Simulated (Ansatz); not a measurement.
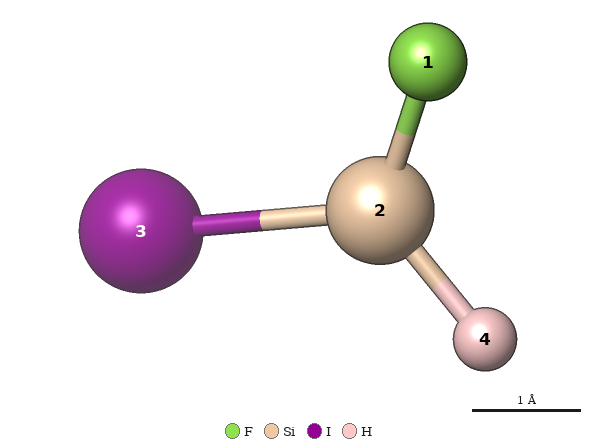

Simulated data, not a measurement (program: Ansatz).

Orthographic view. Distant atoms are faded towards the background colour. Charge +1, singlet. Geometry: a frame of the PBE0-D4/def2-SVP trajectory.

Write a MOL file (V2000) with the atoms in numerical order, bonds sorted by atom number with the orders drawn, and coordinates in the frame of the picture: x right, y up, z towards the viewer, origin at the mean position.

```
FHISi
                    3D

  4  3  0  0  0  0  0  0  0  0999 V2000
    0.6500    1.3800    0.7900 F   0  0  0  0  0  0  0  0  0  0  0  0
    0.2000    0.0000    0.0700 Si  0  0  0  0  0  3  0  0  0  0  0  0
   -2.0200   -0.1900   -0.9400 I   0  0  0  0  0  0  0  0  0  0  0  0
    1.1800   -1.2000    0.0900 H   0  0  0  0  0  0  0  0  0  0  0  0
  1  2  1  0
  2  3  1  0
  2  4  1  0
M  CHG  1   2   1
M  END
```
